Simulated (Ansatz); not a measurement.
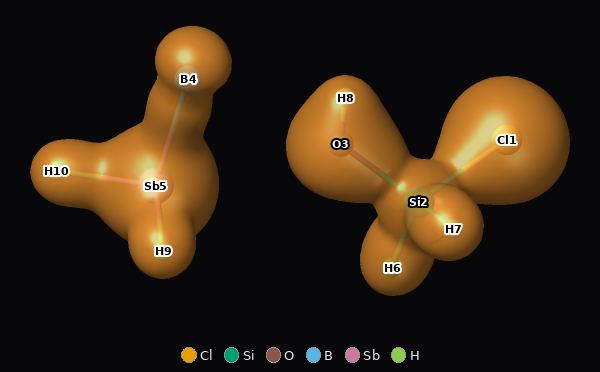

Figure. BClH₅OSbSi. Isosurface of the electron density at 0.4 e/Å³ (orange), seen at a tilt.

Core potentials replace the inner electrons of Sb; at this geometry the atoms fall into two loosely joined parts.

Level of theory: RHF/def2-SVP in Ansatz.

The calculation's input:

```
crystal:
  periodic: [false, false, false]
  atoms:
    - { symbol: Cl, position_ang: [-3.3972, 0.8477, 1.2322] }
    - { symbol: Si, position_ang: [-1.4696, 0.8706, 0.5399] }
    - { symbol: O, position_ang: [-0.7759, -0.6321, 0.9336] }
    - { symbol: B, position_ang: [0.6983, -0.5532, 0.4309] }
    - { symbol: Sb, position_ang: [1.1082, -1.3724, -1.6156] }
    - { symbol: H, position_ang: [-1.4636, 1.0753, -0.921] }
    - { symbol: H, position_ang: [-0.7049, 1.9789, 1.1858] }
    - { symbol: H, position_ang: [-0.72352, -1.42583, 1.52297] }
    - { symbol: H, position_ang: [2.0364, 0.096, -1.9495] }
    - { symbol: H, position_ang: [2.5173, -2.2161, -0.9518] }
basis:
  gaussian: { orbitals: def2-SVP }
hamiltonian:
  xc: hf
relax:
  f_tol: 0.02
  max_steps: 50
output:
  orbitals: {}
```

Command:

```sh
ansatz run input.yaml --threads 2 --pin off --max-ram 3072MiB --backend cpu --events-out ev --progress --plain --runs-dir out
```

The fields are those of the relaxed geometry.

Question: Which contacts does the surface bridge?

Answer: At this value the surface falls into two separate pieces. It bridges the shortest Si–O (1.65 Å), Si–Cl (2.07 Å), B–Sb (2.34 Å) and O–H (0.95 Å) contacts, where the density stays above the isovalue. On the grid the lowest density along these lines, outside the cores, is 0.94 e/Å³ (Si–O, 1.65 Å), 0.61 e/Å³ (Si–Cl, 2.07 Å), 0.63 e/Å³ (B–Sb, 2.34 Å) and 2.4 e/Å³ (O–H, 0.95 Å).
